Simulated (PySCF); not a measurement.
# C8H12: the cost of one run

Computed with PySCF 2.14.0 and routines of our own; the level stands in each step. Atoms count from 0.

### Step 1. The starting structure

20 atoms, charge 0, multiplicity 1; geometry from: GFN2-xTB.

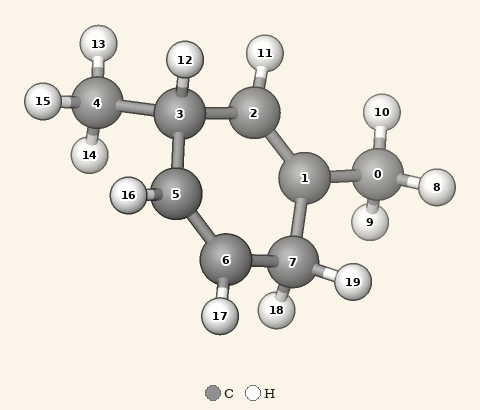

The starting geometry (carbon grey, hydrogen white).

### Step 2. Magnetic properties: GIAO PBE/pcSseg-1

What the job is given:

```
{"job": {"kind": "mag", "xc": "PBE", "basis": "pcSseg-1", "isotopologues": 2}, "charge": 0, "multiplicity": 1}
C     -2.338117     1.084452    -0.692481
C     -1.084121     0.306261    -0.429672
C      0.114188     0.738293    -0.790009
C      1.399261     0.010094    -0.531761
C      2.269866     0.810544     0.450295
C      1.158469    -1.367836     0.005432
C     -0.029460    -1.814258     0.370300
C     -1.283956    -1.007024     0.271659
H     -3.018804     0.508243    -1.319534
H     -2.853090     1.297441     0.244479
H     -2.118363     2.025375    -1.190452
H      0.217326     1.691106    -1.293451
H      1.956577    -0.070410    -1.476419
H      2.473267     1.803485     0.055086
H      1.753323     0.914354     1.401989
H      3.216709     0.302485     0.620974
H      2.035794    -1.994109     0.100565
H     -0.145266    -2.815650     0.764154
H     -1.677443    -0.823756     1.280124
H     -2.051308    -1.588411    -0.254014
```

Level: GIAO PBE/pcSseg-1 magnetisability, rotational g tensor and spin-rotation constants, non-relativistic, gas phase.

On the command line:

```bash
> OMP_NUM_THREADS=1 python excited_run.py task.json out
```

This one command runs all jobs of the session in turn.

**Question.** How long does this first job take on 1 thread of Intel Xeon Platinum 8488C, shared host, and how much memory does it need?

About 48 s, with a peak of 0.7 GiB.
